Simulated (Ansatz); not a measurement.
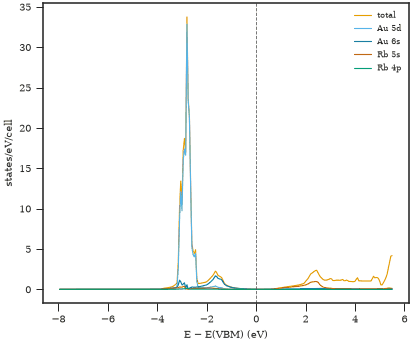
Figure: Total and projected density of states of RbAu (CsCl type, space group No. 221), r²SCAN (plane waves, PAW; program Ansatz)

**Question.** Which orbitals carry the states next to the gap?

**Answer.** Top 1 eV of the valence band: Au 6s 91 %, outside the projected shells 5 %. Bottom 1 eV of the conduction band: Rb 5s 78 %, Au 6s 8 %, outside the projected shells 12 %. Projections are on Löwdin-orthogonalised atomic valence shells; empty p or d shells of many metals are not among them.

**Question.** Where is the tallest occupied peak in this window, and what makes it?

**Answer.** Near -2.8 eV, about 34 states/eV per cell; the largest projected share is Au 5d.

Space group Pm-3m (CsCl type). The first step of the workflow began from a Materials Project structure, measured or hypothetical; the Crystallography Open Database files this formula in space group No. 221, but the cells were not matched. Its standing as an ambient phase is unchecked. The cell was relaxed with r²SCAN under the symmetry of its start; whether a distortion lowers the energy is not shown. Scalar-relativistic: spin–orbit coupling is off unless named, which matters more the heavier the elements.

Potentials: the later of the program's two PAW sets.
